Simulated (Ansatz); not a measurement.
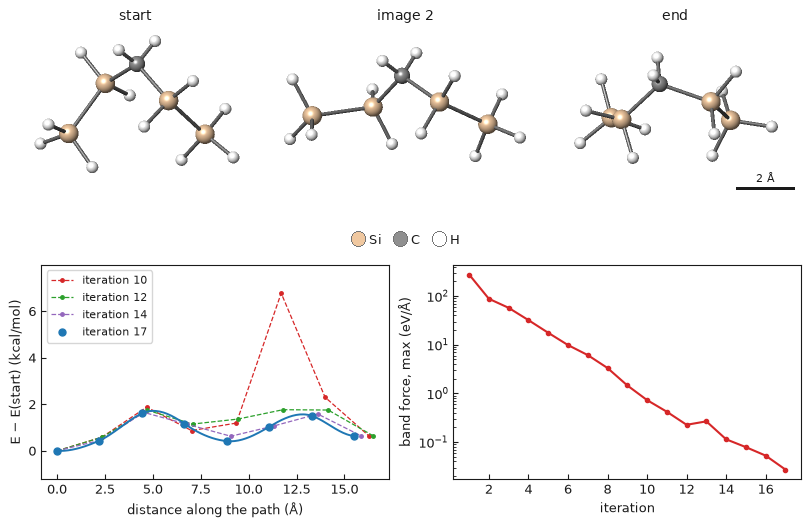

A nudged-elastic-band calculation for CH₁₂Si₄. Images are numbered from 0 (start) to 7 (end). The plot follows the band through its iterations. Style: ball-and-stick. Shown at a tilt.

Theory: RKS B3LYP-D4/STO-3G in Ansatz. Settings: 6 movable images; no climbing image; force threshold 0.03 eV/Å; iteration limit 35; starting path through a guess of the saddle point.

**Judge this run.**

The run is converged, with reservations. The band converged in 17 iterations. The largest component of the band force went from 280 to 0.027 eV/Å. No image climbed, so the highest image needn't lie on the saddle point, and the true maximum along this path can be higher. The first iteration put the highest image at 5743.58 kcal/mol. Relative to the start the highest point is image 2 at +1.61 kcal/mol and the end lies at +0.64 kcal/mol, but the profile dips to +0.42 kcal/mol at image 4 on the way, so the process runs in steps.

Limits of the set-up: STO-3G is a minimal basis, so the numbers are rough.
